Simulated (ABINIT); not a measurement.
**Convergence study of the plane-wave cutoff for Ir (Fm-3m, 1 atom in the cell)**

```
CELL_PARAMETERS angstrom
      0.00000     1.91040     1.91040
      1.91040     0.00000     1.91040
      1.91040     1.91040     0.00000
ATOMIC_POSITIONS crystal
  Ir 0.00000 0.00000 0.00000
```

Computed with PBE, PAW (JTH v2.0 PBE PAW) (plane waves; ABINIT).

Base settings: pseudos = [Ir.GGA_PBE-JTH.xml]; ecut = 544 eV; pawecutdg = 1088 eV; ixc = 11; occopt = 7; tsmear = 0.00367493 Ha; ngkpt = 5 5 5; nshiftk = 1; shiftk = 0 0 0; potentials = JTH v2.0 PBE PAW.

Moved along: pawecutdg.

The second cell is the first with its lattice scaled by 0.98.

The mesh stays at the base's, so the ladder's end is converged at best in this setting alone.

Only quantities that move along the ladder and can be compared are tabulated.

These are the values that this program gave, and no reference: the one-centre exchange-correlation terms come from a truncated expansion.

The count of work is k-points × plane waves × bands × iterations; it is no time. 

The starting cell has typed, rounded lattice constants, without a prior relaxation at this level. Its lattice was rescaled by up to half a per cent. Spin polarisation is off. In the base run, with a pressure of about 19 GPa the cell is away from its equilibrium volume at this level. Without a gap this mesh is coarse (it stands for a supercell whose shortest vector is 14 Å).

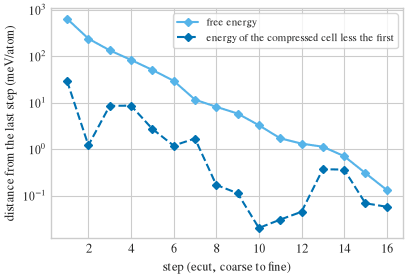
Figure: Distance from the last step along the ladder; very small values are drawn at a floor.

```csv
ecut,free energy less the last step's (meV/atom),energy of the compressed cell less the first (meV/atom),pressure (GPa),count of work / last
190 eV,640.69,203.03,-15.92,0.028
218 eV,238.95,175.03,10.15,0.041
245 eV,133.89,182.34,16.31,0.050
272 eV,83.19,182.44,17.41,0.058
299 eV,50.67,176.54,17.84,0.065
327 eV,29.56,175.01,18.29,0.081
381 eV,11.61,175.51,18.96,0.11
435 eV,8.12,173.99,19.23,0.12
490 eV,5.83,173.93,19.33,0.16
544 eV,3.26,173.83,19.35,0.20
599 eV,1.70,173.85,19.50,0.24
653 eV,1.31,173.87,19.54,0.24
735 eV,1.12,173.45,19.40,0.38
816 eV,0.70,173.46,19.40,0.37
952 eV,0.30,173.75,19.40,0.46
1088 eV,0.13,173.76,19.47,0.60
1306 eV,0.00,173.82,19.45,1.0
```

Coarsest ecut that holds the pressure within 0.2 GPa of the last step, with all finer ones: 490 eV, at 0.16 of the last step's count of work; the step before is off by 0.21 GPa.

Coarsest ecut that holds the energy of the compressed cell less the first within 2 meV/atom of the last step, with all finer ones: 327 eV, at 0.081 of the last step's count of work; the step before is off by 2.7 meV/atom.

Coarsest ecut that holds the free energy within 1 meV/atom of the last step, with all finer ones: 816 eV, at 0.37 of the last step's count of work; the step before is off by 1.1 meV/atom.

Two neighbours can agree and both be off: 245 eV and 272 eV differ by 0.10 meV/atom in the energy of the compressed cell less the first, yet lie about 8.6 meV/atom from the last step.

At the lowest cutoff the pressure lies 35.4 GPa under the last step's, the usual sign of Pulay stress in an incomplete plane-wave basis.
